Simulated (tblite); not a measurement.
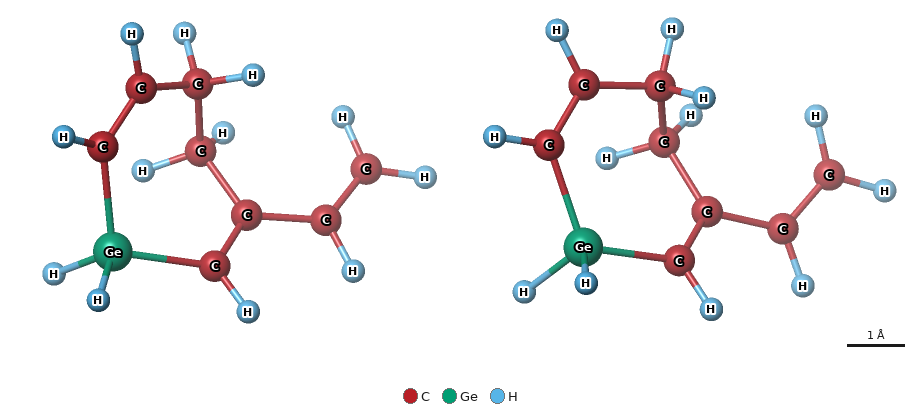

Two geometries of C$_{8}$H$_{12}$Ge, drawn at one scale. One is the start of a relaxation, the other its converged end. Style: ball-and-stick. Shown at a tilt.

Level of theory: tblite 0.8.0, GFN2-xTB geometry optimisation, gas phase. 

Which one is relaxed?

Answer. The left one is the relaxed one. After 137 geometry steps the energy has fallen by 5.29 kcal/mol. The largest move after the best rigid fit is that of an H atom, 0.83 Å. By element the largest moves are H 0.83 Å, C 0.36 Å, Ge 0.32 Å. Among the contacts that change: Ge–H 1.557 → 1.510 Å, C–C 1.497 → 1.455 Å, C–Ge 1.928 → 1.949 Å, C–H 1.111 → 1.094 Å. Bond angles that change, for instance: C–Ge–C 115.6° → 107.6°, C–Ge–H 107.2° → 113.1°, C–C–H 117.2° → 112.2°. Groups turn about C–C by about 40°, C–Ge by about 25°, C–C by about 20°. Cost: 2 s on 1 thread of Arm Neoverse N1 (shared host).
